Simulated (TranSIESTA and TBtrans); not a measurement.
Device: Ag chain with one bond stretched by 0.3 Å. Leads: straight Ag chain, spacing 2.65 Å. Geometry: as built, not relaxed.

TranSIESTA and TBtrans, PBE, DZP numerical orbitals (energy shift 0.15 eV), PseudoDojo norm-conserving scalar-relativistic potentials, mesh cutoff 200 Ry, 300 K, no spin polarisation, no spin-orbit coupling; self-consistent non-equilibrium Green functions.

Energies count from the leads' Fermi level. Transmissions are for one spin of a degenerate pair. The energy step is 0.01 eV; narrower resonances are cut or missed.

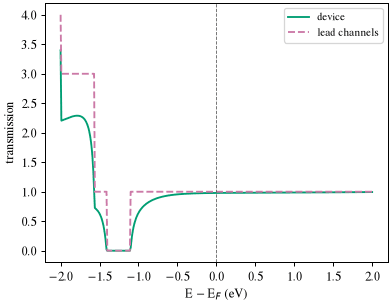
Fig. 1. Transmission against energy

```
E (eV)     T  lead channels
------  ----  -------------
-2.00   3.40      band edge
-1.80   2.29              3
-1.60   1.73              3
-1.40      0              0
-1.20      0              0
-1.00   0.64              1
-0.80   0.87              1
-0.60   0.94              1
-0.40   0.97              1
-0.20   0.98              1
0.00    0.98              1
0.20    0.98              1
0.40    0.98              1
0.60    0.98              1
0.80    0.98              1
1.00    0.99              1
1.20    0.99              1
1.40    0.99              1
1.60    0.99              1
1.80    0.99              1
2.00    0.99              1
```

The straight chain is held at its spacing; free chains may zigzag or dimerise. No spin-polarised start was tried, so a magnetic state, if there is one, is missed.
